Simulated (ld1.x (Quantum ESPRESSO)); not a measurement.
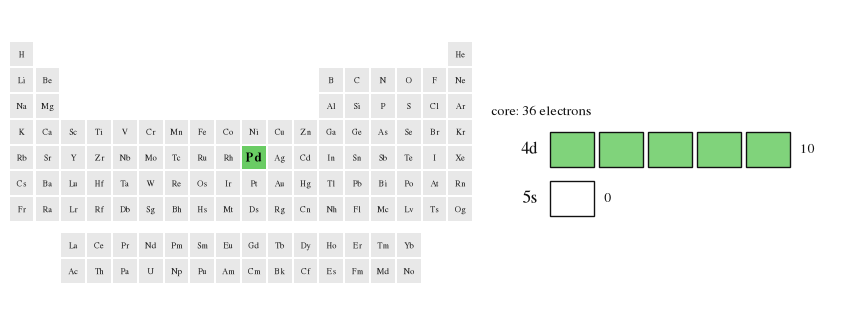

Left, the place of palladium in the periodic table; right, the valence shells of the reference configuration: a box for each of the 2l + 1 orbitals, shaded by the share of the shell that is filled, with the electron count at the right.

**Pd: pseudopotential generation (part 1 of 2)**

Palladium (Pd, Z = 46), core [Kr], reference valence 4d10 5s0, valence charge 10. Computed at this level: TM potential, PBEsol, scalar-relativistic, made with ld1.x (Quantum ESPRESSO) 7.5.

## Summary

- outcome: generated, with a spurious state above the valence levels
- cutoffs needed: 70 Ry and 90 Ry (the cutoffs, on a coarse ladder, from which the occupation-weighted sum of valence levels, in a spherical-Bessel basis at the reference potential, stays within 10 and 1 mRy of its value at 400 Ry); ghost states and empty shells don't enter this sum
- ghost test: no ghost state below the valence levels in the s, p, d, f channels (spherical-Bessel basis up to 400 Ry, 20 bohr box)
- largest excitation error: -1720 meV (all-electron minus pseudo) for 4d6 5s0, out of 7 test configurations
- clearest signs, in the scattering phases, of states that the all-electron atom lacks: s near 0.2 Ry
- range over which the phases arctan(r u′/u) at the test radius agree within 0.05 rad (a looser test near the poles than one of phase shifts): s: up to about 0.0 Ry; p: up to about 0.6 Ry; d: up to about 2.3 Ry
- hardware: 1 CPU thread, shared host
- wall time: 1.4 s

## Remarks

The Bessel test looks below the valence levels only. The scattering phases show an s state near 0.2 Ry, 0.4 Ry above the channel's reference energy, that the all-electron atom lacks, which is too close to the valence region for the potential to be used. An excitation error of 1720 meV in its own tests makes this a poorly transferable potential. The scattering phases part by more than π/2 and stay apart in p from about 2.9 Ry: a level there is either far displaced or one that only the pseudo-atom has.

## Input
```
 &input
   title='Pd', zed=46., rel=1, dft='PBESOL', iswitch=3,
   config='[Kr] 4d10 5s0 5p-2',
   nld=3, rlderiv=2.35, eminld=-2.0, emaxld=5.0, deld=0.02
 /
 &inputp
   pseudotype=2, tm=.true., lloc=-1, rcloc=2.16,
   nlcc=.true., rcore=1.00,
   file_pseudopw='Pd.UPF', file_wfcaegen='ae.wfc', file_wfcncgen='nc.wfc', file_beta='beta', file_chi='chi'
 /
3
5S  1  0   0.00   0.00  1.85  1.85  0.0
5P  2  1  -2.00   0.05  2.05  2.05  0.0
4D  3  2  10.00   0.00  1.45  1.45  0.0
 &test
   configts(1)='4d10 5s0'
 /
```

## Input of the test run
```
 &input
   title='Pd', zed=46., rel=1, dft='PBESOL', iswitch=2,
   config='[Kr] 4d10 5s0 5p-2'
 /
 &test
   file_pseudo='Pd.UPF', nconf=8,
   configts(1)='4d10 5s0',
   configts(2)='4d9 5s0',
   configts(3)='4d8 5s0',
   configts(4)='4d7 5s0',
   configts(5)='4d6 5s0',
   configts(6)='4d9 5s1',
   configts(7)='4d8 5s1',
   configts(8)='4d9.5 5s0'
 /
```

Command:
```bash
ld1.x < Pd.in > Pd.out
```

## The program's output
```
     Program LD1 v.7.5
     --------------------------- All-electron run ----------------------------

     Pd
     scalar relativistic calculation

     atomic number is 46.00
     dft =PBESOL   lsd =0 sic =0 latt =0  beta=0.20 tr2=1.0E-14
     Exchange-correlation= PBESOL
                           (   1   4  10   8   0   0   0)
     mesh =1235 r(mesh) =  99.12271 a.u. xmin = -7.00 dx = 0.01250
     1 Ry =  13.60569312 eV, c = 137.03599908

     n l     nl                  e(Ry)          e(Ha)          e(eV)
     1 0     1S 1( 2.00)     -1775.1810      -887.5905    -24152.5680
     2 0     2S 1( 2.00)      -259.1910      -129.5955     -3526.4728
     2 1     2P 1( 6.00)      -232.4207      -116.2103     -3162.2446
     3 0     3S 1( 2.00)       -46.7061       -23.3530      -635.4688
     3 1     3P 1( 6.00)       -37.9083       -18.9542      -515.7688
     4 0     4S 1( 2.00)        -6.2656        -3.1328       -85.2473
     4 1     4P 1( 6.00)        -3.7588        -1.8794       -51.1404
     3 2     3D 1(10.00)       -23.9237       -11.9619      -325.4986
     4 2     4D 1(10.00)        -0.2977        -0.1488        -4.0500
     5 0     5S 1( 0.00)        -0.2423        -0.1211        -3.2962

     final scf error:  8.7E-15 reached in  26 iterations

     Etot =  -10086.867267 Ry,   -5043.433634 Ha, -137238.820611 eV

     Ekin =   10461.850967 Ry,    5230.925484 Ha,  142340.733761 eV
     Encl =  -24380.167815 Ry,  -12190.083908 Ha, -331709.081578 eV
     Eh   =    4114.305882 Ry,    2057.152941 Ha,   55977.983248 eV
     Exc  =    -282.856302 Ry,    -141.428151 Ha,   -3848.456042 eV

     normalization and overlap integrals

     s(1S/1S) =  1.000000  <r> =   0.0319  <r2> =    0.0014  r(max) =   0.0207
     s(2S/2S) =  1.000000  <r> =   0.1384  <r2> =    0.0226  r(max) =   0.1175
     s(2P/2P) =  1.000000  <r> =   0.1207  <r2> =    0.0178  r(max) =   0.0938
     s(3S/3S) =  1.000000  <r> =   0.3796  <r2> =    0.1648  r(max) =   0.3401
     s(3P/3P) =  1.000000  <r> =   0.3789  <r2> =    0.1668  r(max) =   0.3358
     s(4S/4S) =  1.000000  <r> =   0.9467  <r2> =    1.0170  r(max) =   0.8469
     s(4P/4P) =  1.000000  <r> =   1.0444  <r2> =    1.2538  r(max) =   0.9129
     s(3D/3D) =  1.000000  <r> =   0.3578  <r2> =    0.1527  r(max) =   0.2819
     s(4D/4D) =  1.000000  <r> =   1.5889  <r2> =    3.2425  r(max) =   1.1012
     s(5S/5S) =  1.000000  <r> =   3.4145  <r2> =   13.7121  r(max) =   2.6748

     ------------------------ End of All-electron run ------------------------

     --------------------- Generating NC pseudopotential ---------------------

      Generating local potential from pseudized AE potential:
      Matching radius rcloc =   2.1600

      Local pseudo, rcloc= 2.163 Estimated cut-off energy=     5.41 Ry

      Computing core charge for nlcc:

       r > 1.01 : true rho core
       r < 1.01 : rho core = a sin(br)/r    a=  14.00  b=   2.35

      Integrated core pseudo-charge :   9.86

      Wfc   5S  rcut= 1.861  Using Troullier-Martins method

      Wfc   5P  rcut= 2.057  Using Troullier-Martins method

      Wfc   4D  rcut= 1.450  Using Troullier-Martins method

     ------------------- End of pseudopotential generation -------------------

     --------------------------- All-electron run ----------------------------

     Pd
     scalar relativistic calculation

     atomic number is 46.00
     dft =PBESOL   lsd =0 sic =0 latt =0  beta=0.20 tr2=1.0E-14
     Exchange-correlation= PBESOL
                           (   1   4  10   8   0   0   0)
     mesh =1235 r(mesh) =  99.12271 a.u. xmin = -7.00 dx = 0.01250
     1 Ry =  13.60569312 eV, c = 137.03599908

     n l     nl                  e(Ry)          e(Ha)          e(eV)
     1 0     1S 1( 2.00)     -1775.1810      -887.5905    -24152.5680
     2 0     2S 1( 2.00)      -259.1910      -129.5955     -3526.4728
     2 1     2P 1( 6.00)      -232.4207      -116.2103     -3162.2446
     3 0     3S 1( 2.00)       -46.7061       -23.3530      -635.4688
     3 1     3P 1( 6.00)       -37.9083       -18.9542      -515.7688
     4 0     4S 1( 2.00)        -6.2656        -3.1328       -85.2473
     4 1     4P 1( 6.00)        -3.7588        -1.8794       -51.1404
     3 2     3D 1(10.00)       -23.9237       -11.9619      -325.4986
     4 2     4D 1(10.00)        -0.2977        -0.1488        -4.0500
     5 0     5S 1( 0.00)        -0.2423        -0.1211        -3.2962

     final scf error:  8.7E-15 reached in  26 iterations

     Etot =  -10086.867267 Ry,   -5043.433634 Ha, -137238.820611 eV

     Ekin =   10461.850967 Ry,    5230.925484 Ha,  142340.733761 eV
     Encl =  -24380.167815 Ry,  -12190.083908 Ha, -331709.081578 eV
     Eh   =    4114.305882 Ry,    2057.152941 Ha,   55977.983248 eV
     Exc  =    -282.856302 Ry,    -141.428151 Ha,   -3848.456042 eV

     normalization and overlap integrals

     s(1S/1S) =  1.000000  <r> =   0.0319  <r2> =    0.0014  r(max) =   0.0207
     s(2S/2S) =  1.000000  <r> =   0.1384  <r2> =    0.0226  r(max) =   0.1175
     s(2P/2P) =  1.000000  <r> =   0.1207  <r2> =    0.0178  r(max) =   0.0938
     s(3S/3S) =  1.000000  <r> =   0.3796  <r2> =    0.1648  r(max) =   0.3401
     s(3P/3P) =  1.000000  <r> =   0.3789  <r2> =    0.1668  r(max) =   0.3358
     s(4S/4S) =  1.000000  <r> =   0.9467  <r2> =    1.0170  r(max) =   0.8469
     s(4P/4P) =  1.000000  <r> =   1.0444  <r2> =    1.2538  r(max) =   0.9129
     s(3D/3D) =  1.000000  <r> =   0.3578  <r2> =    0.1527  r(max) =   0.2819
     s(4D/4D) =  1.000000  <r> =   1.5889  <r2> =    3.2425  r(max) =   1.1012
     s(5S/5S) =  1.000000  <r> =   3.4145  <r2> =   13.7121  r(max) =   2.6748

     ------------------------ End of All-electron run ------------------------

     Computing logarithmic derivative in   2.34580
     Computing logarithmic derivative in   2.34580
     Computing the partial wave expansion
     R is outside the sphere for l=    0 j= 0.00
     R is outside the sphere for l=    1 j= 0.00
     R is outside the sphere for l=    2 j= 0.00

     ---------------------- Testing the pseudopotential ----------------------

     Pd
     scalar relativistic calculation

     atomic number is 46.00   valence charge is 10.00
     dft =PBESOL   lsd =0 sic =0 latt =0  beta=0.20 tr2=1.0E-14
     mesh =1235 r(mesh) =  99.12271 xmin = -7.00 dx = 0.01250

     n l     nl             e AE (Ry)        e PS (Ry)    De AE-PS (Ry)
     3 2     4D   1(10.00)       -0.29767       -0.29767        0.00000
     1 0     5S   1( 0.00)       -0.24226       -0.24226       -0.00000

     eps = 1.8E-15  iter =  6

     Etot =  -10086.867267 Ry,   -5043.433634 Ha, -137238.820611 eV
     Etotps =   -74.811032 Ry,     -37.405516 Ha,   -1017.855941 eV

     Ekin =      56.411567 Ry,      28.205783 Ha,     767.518467 eV
     Encl =    -133.378245 Ry,     -66.689122 Ha,   -1814.703470 eV
     Ehrt =      58.064796 Ry,      29.032398 Ha,     790.011802 eV
     Ecxc =     -29.780604 Ry,     -14.890302 Ha,    -405.185755 eV
     (Ecc =     -15.360129 Ry,      -7.680064 Ha,    -208.985199 eV)
     Epseu=     -26.128546 Ry,     -13.064273 Ha,    -355.496984 eV

     ---------------------- End of pseudopotential test ----------------------
```

## Output of the test run (extracts)
```
     ---------------------- Testing the pseudopotential ----------------------

     Pd
     scalar relativistic calculation

     atomic number is 46.00   valence charge is 10.00
     dft =PBESOL   lsd =0 sic =0 latt =0  beta=0.20 tr2=1.0E-14
     mesh =1235 r(mesh) =  99.12271 xmin = -7.00 dx = 0.01250

     n l     nl             e AE (Ry)        e PS (Ry)    De AE-PS (Ry)
     3 2     4D   1(10.00)       -0.29767       -0.29767        0.00000
     1 0     5S   1( 0.00)       -0.24226       -0.24226       -0.00000

     eps = 4.5E-16  iter =  6

     Etot =  -10086.867267 Ry,   -5043.433634 Ha, -137238.820611 eV
     Etotps =   -74.811031 Ry,     -37.405516 Ha,   -1017.855936 eV

     Ekin =      56.411567 Ry,      28.205784 Ha,     767.518475 eV
     Encl =    -133.378245 Ry,     -66.689123 Ha,   -1814.703472 eV
     Ehrt =      58.064797 Ry,      29.032398 Ha,     790.011803 eV
     Ecxc =     -29.780604 Ry,     -14.890302 Ha,    -405.185756 eV
     (Ecc =     -15.360129 Ry,      -7.680064 Ha,    -208.985199 eV)
     Epseu=     -26.128547 Ry,     -13.064273 Ha,    -355.496986 eV

     ---------------------- End of pseudopotential test ----------------------

     ---------------------- Testing the pseudopotential ----------------------

     Pd
     scalar relativistic calculation

     atomic number is 46.00   valence charge is 10.00
     dft =PBESOL   lsd =0 sic =0 latt =0  beta=0.20 tr2=1.0E-14
     mesh =1235 r(mesh) =  99.12271 xmin = -7.00 dx = 0.01250

     n l     nl             e AE (Ry)        e PS (Ry)    De AE-PS (Ry)
     3 2     4D   1( 9.00)       -1.07438       -1.07990        0.00552  !
     1 0     5S   1( 0.00)       -0.80812       -0.82120        0.01307  !

     eps = 5.0E-16  iter =  9

     Etot =  -10086.196958 Ry,   -5043.098479 Ha, -137229.700583 eV
     Etotps =   -74.138720 Ry,     -37.069360 Ha,   -1008.708670 eV
     dEtot_ae =       0.670310 Ry
     dEtot_ps =       0.672312 Ry,   Delta E=      -0.002002 Ry

     Ekin =      55.287765 Ry,      27.643883 Ha,     752.228367 eV
     Encl =    -124.964580 Ry,     -62.482290 Ha,   -1700.229727 eV
     Ehrt =      50.470534 Ry,      25.235267 Ha,     686.686600 eV
     Ecxc =     -29.071766 Ry,     -14.535883 Ha,    -395.541524 eV
     (Ecc =     -15.360129 Ry,      -7.680064 Ha,    -208.985199 eV)
     Epseu=     -25.860673 Ry,     -12.930337 Ha,    -351.852385 eV

     ---------------------- End of pseudopotential test ----------------------

     ---------------------- Testing the pseudopotential ----------------------

     Pd
     scalar relativistic calculation

     atomic number is 46.00   valence charge is 10.00
     dft =PBESOL   lsd =0 sic =0 latt =0  beta=0.20 tr2=1.0E-14
     mesh =1235 r(mesh) =  99.12271 xmin = -7.00 dx = 0.01250

     n l     nl             e AE (Ry)        e PS (Ry)    De AE-PS (Ry)
     3 2     4D   1( 8.00)       -2.00795       -2.03040        0.02245  !
     1 0     5S   1( 0.00)       -1.48215       -1.74986        0.26771  !

     eps = 3.2E-15  iter =  7

     Etot =  -10084.666889 Ry,   -5042.333444 Ha, -137208.882938 eV
     Etotps =   -72.595676 Ry,     -36.297838 Ha,    -987.714495 eV
     dEtot_ae =       2.200378 Ry
     dEtot_ps =       2.215355 Ry,   Delta E=      -0.014977 Ry

     Ekin =      53.113097 Ry,      26.556549 Ha,     722.640501 eV
     Encl =    -114.683398 Ry,     -57.341699 Ha,   -1560.347123 eV
     Ehrt =      42.196240 Ry,      21.098120 Ha,     574.109092 eV
     Ecxc =     -28.102126 Ry,     -14.051063 Ha,    -382.348904 eV
     (Ecc =     -15.360129 Ry,      -7.680064 Ha,    -208.985199 eV)
     Epseu=     -25.119489 Ry,     -12.559745 Ha,    -341.768061 eV

     ---------------------- End of pseudopotential test ----------------------

     ---------------------- Testing the pseudopotential ----------------------

     Pd
     scalar relativistic calculation

     atomic number is 46.00   valence charge is 10.00
     dft =PBESOL   lsd =0 sic =0 latt =0  beta=0.20 tr2=1.0E-14
     mesh =1235 r(mesh) =  99.12271 xmin = -7.00 dx = 0.01250

     n l     nl             e AE (Ry)        e PS (Ry)    De AE-PS (Ry)
     3 2     4D   1( 7.00)       -3.05915       -3.11231        0.05316  !
     1 0     5S   1( 0.00)       -2.23851       -2.23851        0.00000

     eps = 6.8E-16  iter =  7

     Etot =  -10082.142347 Ry,   -5041.071174 Ha, -137174.534798 eV
     Etotps =   -70.034241 Ry,     -35.017121 Ha,    -952.864396 eV
     dEtot_ae =       4.724920 Ry
     dEtot_ps =       4.776790 Ry,   Delta E=      -0.051870 Ry

     Ekin =      49.870560 Ry,      24.935280 Ha,     678.523530 eV
     Encl =    -103.018471 Ry,     -51.509235 Ha,   -1401.637699 eV
     Ehrt =      33.876054 Ry,      16.938027 Ha,     460.907189 eV
     Ecxc =     -26.922156 Ry,     -13.461078 Ha,    -366.294593 eV
     (Ecc =     -15.360129 Ry,      -7.680064 Ha,    -208.985199 eV)
     Epseu=     -23.840228 Ry,     -11.920114 Ha,    -324.362823 eV

     ---------------------- End of pseudopotential test ----------------------
```

(Continued in part 2.)
